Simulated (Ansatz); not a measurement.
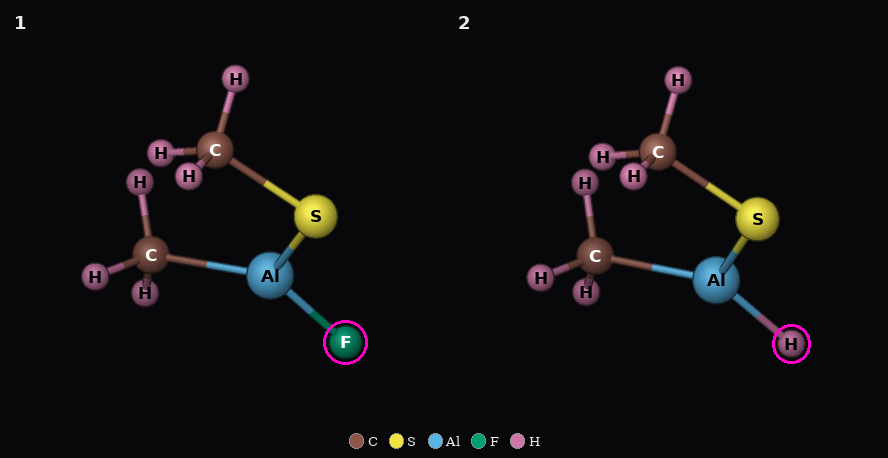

2 molecules with one skeleton, seen from the same side and at one scale; the atom that differs is circled. Charge 0, singlet. Computed geometries: PBE0-D4/def2-TZVP optimisations, one conformation each. Properties computed with Ansatz 0.2.0.

One atom differs, called X below: F in panel 1, H in panel 2. Their formulas are C2H6AlFS (`C[S][Al]([CH3])[F]`), C2H7AlS (`[CH3][AlH][S]C`).

Question: In which is the HOMO–LUMO gap larger (PBE0-D4/def2-SVP)?

Answer: In panel 1 (X = F).

Question: In which is the angle C–Al–X larger (PBE0-D4/def2-TZVP)?

Answer: In panel 2 (X = H).

Give the values. With PBE0-D4/def2-TZVP: length of X–Al (Å), angle C–Al–X (°), dipole moment (D), harmonic zero-point energy (kJ/mol), harmonic X–Al stretching wavenumber (cm⁻¹). With PBE0-D4/def2-SVP: HOMO energy (Kohn–Sham orbital) (eV), HOMO–LUMO gap (eV).

```
                                  quantity  1 (F)  2 (H)   2 − 1
                        length of X–Al (Å)  1.651  1.584  −0.067
                          angle C–Al–X (°)  120.1  124.6    +4.5
                         dipole moment (D)   3.21   2.18   −1.03
       harmonic zero-point energy (kJ/mol)  203.8  214.1   +10.3
      HOMO energy (Kohn–Sham orbital) (eV)  −7.11  −6.96   +0.15
                        HOMO–LUMO gap (eV)   6.98   6.21   −0.77
harmonic X–Al stretching wavenumber (cm⁻¹)    857   1934   +1077
```
